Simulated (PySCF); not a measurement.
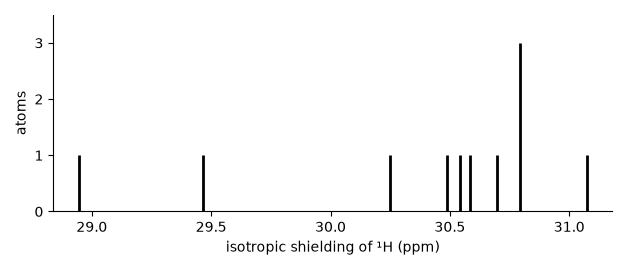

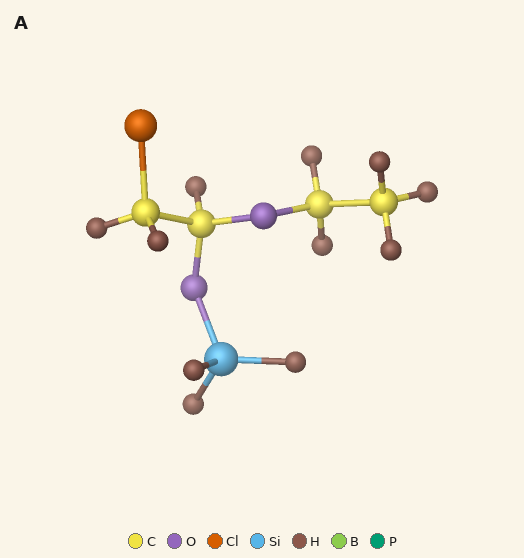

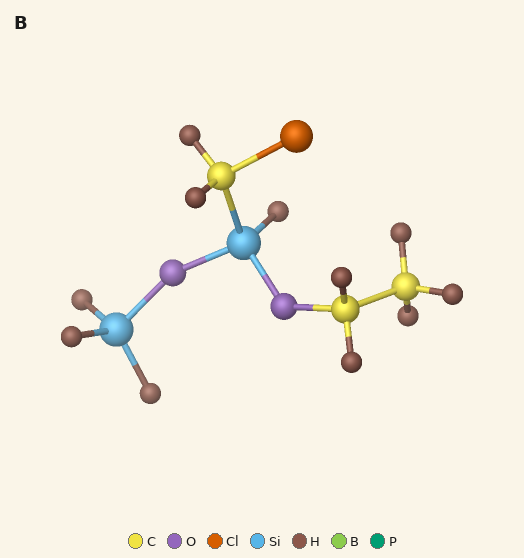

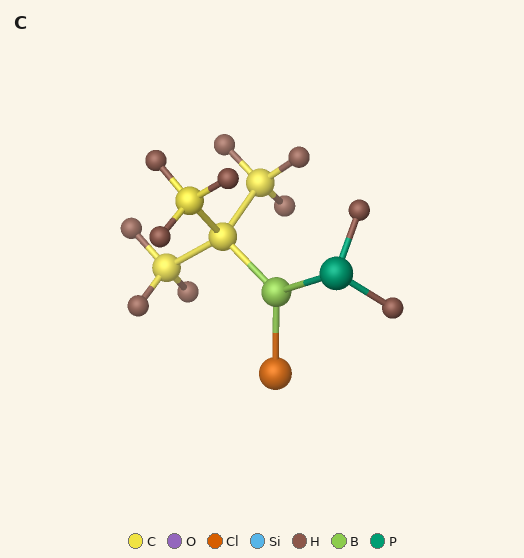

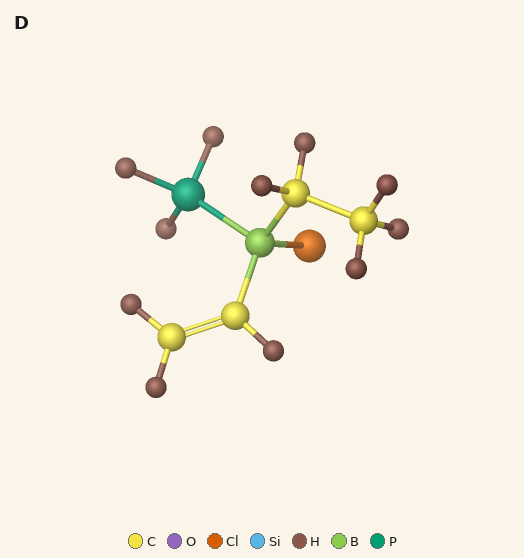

The sticks are computed shieldings of one of the molecules, for one fixed geometry (GFN2-xTB) without averaging over rotations. Low shielding means a high chemical shift. Method: GIAO PBE0/pcSseg-1 NMR shielding, non-relativistic, gas phase (PySCF 2.14.0).

Question: Match the spectrum to a structure.

Answer: C, `CC(C)(C)B(P)Cl`. Its 11 H atoms give lines at 28.94, 29.47, 30.25, 30.49, 30.54, 30.59, 30.70, 30.79 (3 atoms), 31.07 ppm.

The geometry is semi-empirical. Around B, P, Si such bond lengths and angles can be off by a tenth of an ångström or more and by several degrees, and values that hang on the shape move with them.
